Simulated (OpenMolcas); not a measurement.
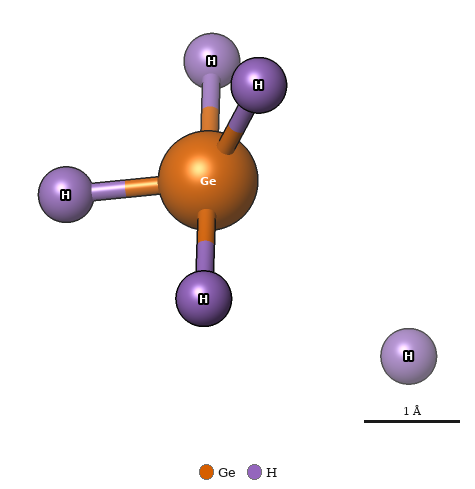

The structure as given in the input (ball-and-stick view, seen at a tilt). Sticks mark near contacts. Bond lengths as drawn: Ge–H 1.51 to 1.78 Å.

**Single-point calculation of GeH5 (charge −1) (part 1 of 2)**

The run: single-point calculation of GeH5, charge −1. Method and program: BHLYP/def2-TZVPP, RKS (OpenMolcas 26.06).

A bond length was changed on purpose from its optimised value.

## The input
```
* GeH5 Kohn-Sham DFT
>>> EXPORT MOLCAS_PRINT=2

&GATEWAY
  BasLib
  $CurrDir
  Coord
  6
  angstrom
  Ge       0.896240       1.579058       0.033855
  H        0.872590       1.574368       1.795955
  H        0.918070       1.589558      -1.747605
  H        2.410970       1.591098       0.042935
  H        0.129030       2.884228       0.027315
  H       -0.746540      -1.317780      -0.016130
  Basis
  def2-TZVPP
  Group
  NoSym

&SEWARD
  GridInput
  Grid=UltraFine
  End of Grid

&SCF
  Charge
  -1
  KSDFT
  HYB_GGA_XC_BHANDHLYP
  Thresholds
  1e-10 1e-07 1e-07 1e-05
  PrOrbitals
  1 2
```

Launched with:
```bash
export MOLCAS_MEM=1860
pymolcas calc.inp > calc.log
```

## Output
```
--- Start Module: gateway ---

                                              &GATEWAY

                       available to each process: 1.9 GB of memory, 1 thread

 Basis Set     1 Label: GE.DEF2-TZVPP
 Basis set is read from library:.
 basistype.tbl is not found

 Basis Set     2 Label: H.DEF2-TZVPP
 Basis set is read from library:.
 basistype.tbl is not found

++    Symmetry information:
      ---------------------

                    Character Table for C1

                             E
                    a        1  x, y, xy, Rz, z, xz, Ry, yz, Rx, I
--

++    Basis set information:
      ----------------------

      Basis set label: GE.DEF2-TZVPP.........

      Electronic valence basis set:
      ------------------
      Associated Effective Charge  32.000000 au
      Associated Actual Charge     32.000000 au
      Nuclear Model: Point charge

      Shell  nPrim  nBasis  Cartesian Spherical Contaminant
         s      17       6        X
         p      12       5        X
         d       8       4                 X
         f       1       1                 X

      Basis set label: H.DEF2-TZVPP.........

      Electronic valence basis set:
      ------------------
      Associated Effective Charge   1.000000 au
      Associated Actual Charge      1.000000 au
      Nuclear Model: Point charge

      Shell  nPrim  nBasis  Cartesian Spherical Contaminant
         s       5       3        X
         p       2       2        X
         d       1       1                 X
--

++    Molecular structure info:
      -------------------------

                    ************************************************
                    **** Cartesian Coordinates / bohr, angstrom ****
                    ************************************************

     Center  Label                x              y              z                     x              y              z
        1      GE1              1.693648       2.983987       0.063977              0.896240       1.579058       0.033855
        2      H2               1.648956       2.975124       3.393863              0.872590       1.574368       1.795955
        3      H3               1.734901       3.003829      -3.302495              0.918070       1.589558      -1.747605
        4      H4               4.556073       3.006739       0.081135              2.410970       1.591098       0.042935
        5      H5               0.243831       5.450401       0.051618              0.129030       2.884228       0.027315
        6      H6              -1.410756      -2.490243      -0.030481             -0.746540      -1.317780      -0.016130

                    ***************************************
                    *    InterNuclear Distances / bohr    *
                    ***************************************

               1 GE1           2 H2            3 H3            4 H4            5 H5            6 H6
    1 GE1      0.000000
    2 H2       3.330198        0.000000
    3 H3       3.366783        6.696971        0.000000
    4 H4       2.862567        4.407550        4.405448        0.000000
    5 H5       2.861000        4.389986        4.411244        4.956590        0.000000
    6 H6       6.293921        7.138502        7.126434        8.113712        8.111611        0.000000

                    *******************************************
                    *    InterNuclear Distances / angstrom    *
                    *******************************************

               1 GE1           2 H2            3 H3            4 H4            5 H5            6 H6
    1 GE1      0.000000
    2 H2       1.762265        0.000000
    3 H3       1.781625        3.543884        0.000000
    4 H4       1.514805        2.332375        2.331263        0.000000
    5 H5       1.513976        2.323080        2.334330        2.622914        0.000000
    6 H6       3.330600        3.777533        3.771147        4.293592        4.292480        0.000000

                    **************************************
                    *    Valence Bond Angles / degree    *
                    **************************************
                          Atom centers                 Phi
                      4 H4       1 GE1      5 H5       119.99
--

            Nuclear Potential Energy             48.34798103 au

--- Stop Module: gateway /rc=_RC_ALL_IS_WELL_ ---

--- Start Module: seward ---

                                              &SEWARD

                       available to each process: 1.9 GB of memory, 1 thread

               SEWARD will generate:
                  Multipole Moment integrals up to order  2
                  Kinetic Energy integrals
                  Nuclear Attraction integrals (point charge)
                  One-Electron Hamiltonian integrals
                  Velocity integrals
                  Orbital angular momentum around (  1.6720   2.9460   0.0624 )
                  Velocity quadrupole around (  1.6720   2.9460   0.0624 )
                  Two-Electron Repulsion integrals

                   Integrals are discarded if absolute value <: 1.00E-14
                   Integral cutoff threshold is set to       <: 1.00E-16

            Nuclear Potential Energy             48.34798103 au

      Basis set specifications :
      Symmetry species         a
      Basis functions          118

--- Stop Module: seward /rc=_RC_ALL_IS_WELL_ ---
--- Module seward spent 6 seconds ---

--- Start Module: scf ---

                                                &SCF

                       available to each process: 1.9 GB of memory, 1 thread

 ###############################################################################
 ###     Minimized-density-differences option turned off!                    ###
 ###############################################################################
++    Input section:
      --------------

      Header of the integral files:

      Cartesian coordinates in angstrom:
      -----------------------------------------------------
      No.  Label        X            Y            Z
      -----------------------------------------------------
       1   GE1        0.89624000   1.57905800   0.03385500
       2   H2         0.87259000   1.57436800   1.79595500
       3   H3         0.91807000   1.58955800  -1.74760500
       4   H4         2.41097000   1.59109800   0.04293500
       5   H5         0.12903000   2.88422800   0.02731500
       6   H6        -0.74654000  -1.31778000  -0.01613000
      -----------------------------------------------------
      Nuclear repulsion energy =   48.34798103
--

++    Orbital specifications:
      -----------------------

      Symmetry species               1
                                     a
      Frozen orbitals                0
      Aufbau                        19
      Start temperature = 0.500
      End temperature   = 0.010
      Temperature Factor= 0.460
      Deleted orbitals               0
      Total number of orbitals     118
      Number of basis functions    118
--

      Molecular charge                          -1.000

      Numerical integration parameters
      --------------------------------
      Radial quadrature type:                         MHL
      Size of radial grid:                            99
      Lebedev angular grid:                           41
      Angular grid pruned with the crowding factor:  1.00E+10
                                 and fading factor:  1.00E+01
      Screening threshold for integral computation:   1.00E-11
      Radial quadrature accuracy:                     1.00E-25
      Maximum batch size:                             128
      AO values are stored on disk
      The same grid will be used for all iterations.

      DFT functional specifications
      -----------------------------
      Using Libxc version: 6.2.2
      Please cite the following reference:
      S. Lehtola, C. Steigemann, M. J.T. Oliveira, and M. A.L. Marques.,  SoftwareX 7, 1–5 (2018) doi:10.1016/j.softx.2017.11.002

      * BHandHLYP
        - Defined through Gaussian implementation. doi:

++    Optimization specifications:
      ----------------------------

      SCF Algorithm: Conventional
      D(i)-D(i-1) density differences are used
      Number of density matrices in core                 5
      Maximum number of NDDO SCF iterations            400
      Maximum number of HF SCF iterations              400
      Threshold for SCF energy change             1.00E-10
      Threshold for density matrix                1.00E-07
      Threshold for Fock matrix                   1.00E-07
      Threshold for linear dependence             1.00E-09
      Threshold at which DIIS is turned on        1.50E-01
      Maximum depth in the DIIS procedure                5
      Maximum depth in the BFGS Hessian update          30
      Threshold at which QNR/C2DIIS is turned on  7.50E-02
      Threshold for Norm(delta) (QNR/C2DIIS)      1.00E-05
      All orbitals punched on: SCFORB
--

      Input vectors read from INPORB
      Orbital file label: *Guess orbitals

++ Convergence information
                                   [...]      iterations: Energy and convergence statistics

Iter     Tot. [...]      One-elec.       Two-elec.     Energy      Max Dij or  Max Fij      DNorm      TNorm      AccCon     Time
         Energy          Energy          Energy        Change      Delta Norm                                                in Sec.

 The total and one-electron energies are shifted by a value of      2000. a.u.

   1   -77.069286745 -1028.126336123   902.709068351   0.00E+00    2.30E-01*   3.04E+00*    9.29E+00   3.25E+02   None         3.
   2   -77.404861054 -1050.214794142   924.461952062  -3.36E-01*   8.93E-02*   2.12E-01*    1.92E+01   3.28E+02   EDIIS        2.
   3   -79.038899302 -1027.102371596   899.715491268  -1.63E+00*   1.69E-01*   1.80E-01*    1.41E+01   3.25E+02   EDIIS        2.
   4   -79.511188242 -1058.951828845   931.092659577  -4.72E-01*   2.11E-01*   1.82E-01*    5.79E+00   3.30E+02   EDIIS        2.
   5   -79.548681820 -1021.973568023   894.076905177  -3.75E-02*   2.31E-01*   1.16E-01*    2.34E+00   3.24E+02   EDIIS        2.
   6   -79.796499167 -1044.136447634   915.991967440  -2.48E-01*   5.11E-02*   3.16E-02*    9.63E-01   3.27E+02   EDIIS        2.
   7   -79.801099664 -1039.058282061   910.909201370  -4.60E-03*   4.39E-02*   2.47E-02*    2.81E-01   3.27E+02   EDIIS        2.

       Fermi aufbau procedure completed!
      nOcc=   19

   8   -79.804133462 -1043.264943122   915.112828633  -3.03E-03*   1.85E-02*   8.79E-03*    1.41E-01   3.27E+02   c2DIIS       2.
   9   -79.805596032 -1041.610795227   913.457218168  -1.46E-03*   1.26E-02*   1.57E-03*    3.88E-02   3.27E+02   QNRc2DIIS    2.
  10   -79.805589622 -1041.834082602   913.680511953   6.41E-06*   6.46E-03*   1.72E-03*    3.99E-02   3.27E+02   QNRc2DIIS    2.
  11   -79.805621948 -1041.696628908   913.543025934  -3.23E-05*   2.77E-04*   1.22E-04*    2.10E-02   3.27E+02   QNRc2DIIS    2.
  12   -79.805621941 -1041.716505534   913.562902566   6.32E-09*   1.92E-04*   1.58E-04*    1.38E-03   3.27E+02   QNRc2DIIS    2.
  13   -79.805622047 -1041.705948336   913.552345262  -1.05E-07*   1.96E-05*   3.81E-06*    7.66E-04   3.27E+02   QNRc2DIIS    2.
  14   -79.805622047 -1041.705760565   913.552157491  -1.90E-10*   3.21E-06    6.08E-07*    6.46E-05   3.27E+02   QNRc2DIIS    2.
  15   -79.805622047 -1041.705764592   913.552161519  -8.64E-12    9.34E-07    2.54E-07*    1.16E-05   3.27E+02   QNRc2DIIS    2.
  16   -79.805622047 -1041.705766863   913.552163790  -4.55E-13    1.85E-07    3.41E-08     3.58E-06   3.27E+02   QNRc2DIIS    2.

       Convergence after  16 Iterations
--
```
